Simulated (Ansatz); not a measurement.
# B3LYP/6-31G(d) (Cartesian functions) run of SiBrCl3 (bromotrichlorosilane)

Aim: the vertical ionisation energy of SiBrCl3 (bromotrichlorosilane) at B3LYP/6-31G* (Cartesian functions), from 2 runs. 

The calculation is run with Ansatz 0.2.0.

55 further runs of the same task are left out: 12 that didn't finish, 43 set aside as unsound or not needed.

**1. The system as given**

The species is SiBrCl3 (5 atoms), meant as a singlet with charge 0. As SMILES, `Cl[Si](Cl)(Cl)Br`. The coordinates come from a PBE0-D4/def2-TZVP relaxation.

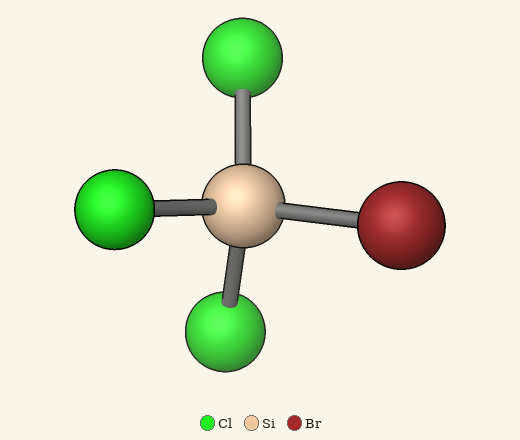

The structure, seen from a chosen angle (chlorine green, silicon light orange, bromine red).

**2. The energy at B3LYP/6-31G(d) (Cartesian functions)**

in.yaml reads:

```yaml
basis:
  gaussian: {orbitals: "6-31G*"}
crystal:
  periodic: [false, false, false]
  atoms:
    - {symbol: Cl, position_ang: [-0.852900, -0.217700, 1.821600]}
    - {symbol: Si, position_ang: [0.003400, -0.042600, -0.003200]}
    - {symbol: Cl, position_ang: [1.690500, -1.158200, -0.059200]}
    - {symbol: Cl, position_ang: [-1.285700, -0.709700, -1.412800]}
    - {symbol: Br, position_ang: [0.494400, 2.054400, -0.387900]}
total_charge: 0
hamiltonian: {xc: {name: B3LYP}}
accuracy: high
output: {orbitals: {seedname: orbitals}}
```

The run is started by

```
$ ansatz run in.yaml --threads 1 --pin off --max-ram 3480MiB --events-out events.jsonl --progress --plain --runs-dir runs
```

The program printed:

```text
Warning: RAYON_NUM_THREADS=1 ignored (pool sized by the plan → 1); use --threads N
Functional definition: B3LYP
  name "B3LYP"
  parameter a0 = 0.2
  parameter ax = 0.72
  parameter ac = 0.81
  exchange = (1 - a0 - ax)*slater_x + ax*b88_x + a0*exact_x
  correlation = (1 - ac)*vwn_rpa_c + ac*lyp_c
2110 factors; integrals over basis functions are off by at most 4.3e-9 eV
mean field evaluation 1: about -115488.4296 eV, gradient 1.8e1 eV
mean field evaluation 2: about -115488.2011 eV, gradient 2.0e1 eV
mean field evaluation 4: about -115489.2486 eV, gradient 5.3e-1 eV
mean field evaluation 8: about -115489.3152 eV, gradient 9.3e-2 eV
mean field evaluation 16: about -115489.3152 eV, gradient 4.7e-6 eV
mean field -115489.31518494 eV, -4244.1540515771 hartree, gradient 4.0e-8 eV, S^2 0.000000; 0 other end points of the search recorded, 0 dependent functions left out
reference -115489.31522388 eV, -4244.1540530083 hartree; 50, 50 occupied and 61, 61 virtual orbitals, 2110 factors
Total energy: -115489.31522388 eV, -4244.1540530083 hartree
```

Wall time 18 s (1 thread of Arm Neoverse V2, shared host); peak memory 0.48 GiB.

**3. The doublet cation**

molecule.yaml reads:

```yaml
crystal:
  periodic: [false, false, false]
  atoms:
    - {symbol: Cl, position_ang: [-0.852900, -0.217700, 1.821600]}
    - {symbol: Si, position_ang: [0.003400, -0.042600, -0.003200]}
    - {symbol: Cl, position_ang: [1.690500, -1.158200, -0.059200]}
    - {symbol: Cl, position_ang: [-1.285700, -0.709700, -1.412800]}
    - {symbol: Br, position_ang: [0.494400, 2.054400, -0.387900]}
basis:
  gaussian:
    orbitals: "6-31G*"
output: {orbitals: {seedname: orbitals}}
accuracy: high
hamiltonian:
  xc: {name: B3LYP}
total_charge: 1
magnetization:
  spin_polarized: true
  initial_magnetization: 1
```

The run is started by

```
$ ansatz run molecule.yaml --threads 1 --pin off --max-ram 3480MiB --events-out events.jsonl --progress --plain --runs-dir runs
```

The program printed:

```text
Warning: RAYON_NUM_THREADS=1 ignored (pool sized by the plan → 1); use --threads N
[... 7 set-up lines as earlier in the session ...]
2107 factors; integrals over basis functions are off by at most 4.3e-9 eV
mean field evaluation 1: about -115475.2465 eV, gradient 2.1e1 eV
mean field evaluation 2: about -115469.1482 eV, gradient 3.7e1 eV
mean field evaluation 4: about -115478.1213 eV, gradient 1.5e0 eV
mean field evaluation 8: about -115478.1571 eV, gradient 3.6e-1 eV
mean field evaluation 16: about -115478.2255 eV, gradient 4.6e-2 eV
mean field evaluation 32: about -115477.7764 eV, gradient 6.9e0 eV
mean field evaluation 64: about -115477.8029 eV, gradient 5.6e0 eV
mean field evaluation 96: about -115478.1661 eV, gradient 1.3e-1 eV
mean field -115478.22830293 eV, -4243.7466161781 hartree, gradient 3.0e-8 eV, S^2 0.753067; 8 other end points of the search recorded, 0 dependent functions left out
reference -115478.22834162 eV, -4243.7466176001 hartree; 50, 49 occupied and 61, 62 virtual orbitals, 2107 factors
Total energy: -115478.22834162 eV, -4243.7466176001 hartree
```

Run time: 2.7 min. Hardware: 1 thread of Arm Neoverse V2, shared host; peak memory 0.83 GiB.

**4. What came out**

Level: B3LYP/6-31G* (Cartesian functions).

| quantity | value |
| --- | --- |
| singlet SiBrCl3: total energy | -4244.15405 Eh |
| singlet SiBrCl3: HOMO energy | -8.82 eV |
| singlet SiBrCl3: LUMO energy | -1.32 eV |
| singlet SiBrCl3: HOMO–LUMO gap | 7.50 eV |
| doublet cation: total energy | -4243.74662 Eh |
| doublet cation: HOMO energy (highest over α and β) | -14.34 eV |
| doublet cation: LUMO energy (lowest over α and β) | -13.26 eV |
| doublet cation: ⟨S²⟩ | 0.753 |
| vertical ionisation energy (to the doublet cation) | 11.087 eV |

In words: Removing an electron at fixed nuclei costs 11.09 eV (256 kcal/mol). −ε(HOMO) before ionisation, 8.82 eV, is 2.26 eV below this ionisation energy.
